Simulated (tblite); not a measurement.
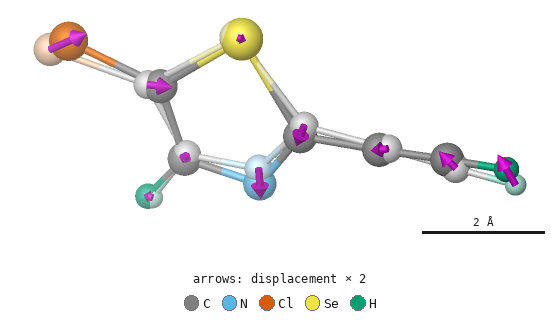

A relaxation of C₅H₂ClNSe. The starting structure is drawn faded, the final one solid; purple arrows show the displacements, 2 times their true length. The two geometries are superimposed by the best rigid fit.

Style: ball-and-stick. Shown at a tilt.

The calculation used GFN2-xTB geometry optimisation, gas phase (tblite 0.8.0). 

Q: Describe the change and its energy.

A: Over 32 geometry steps the energy falls by 117.0 kJ/mol. The largest move after the best rigid fit is that of the Cl atom, 0.40 Å. Largest moves by element: Cl 0.40 Å, H 0.30 Å, N 0.28 Å, C 0.22 Å, Se 0.08 Å. Among the contacts that change: C–Se 2.016 → 1.877 Å, C–C 1.479 → 1.396 Å, C–Se 1.863 → 1.935 Å, C–N 1.270 → 1.341 Å. Bond angles that change, for instance: C–C–Se 98.1° → 111.8°, C–N–C 128.8° → 115.3°, C–C–Se 134.0° → 120.6°. Cost: 0.19 s on 1 thread of Arm Neoverse V2 (shared host).
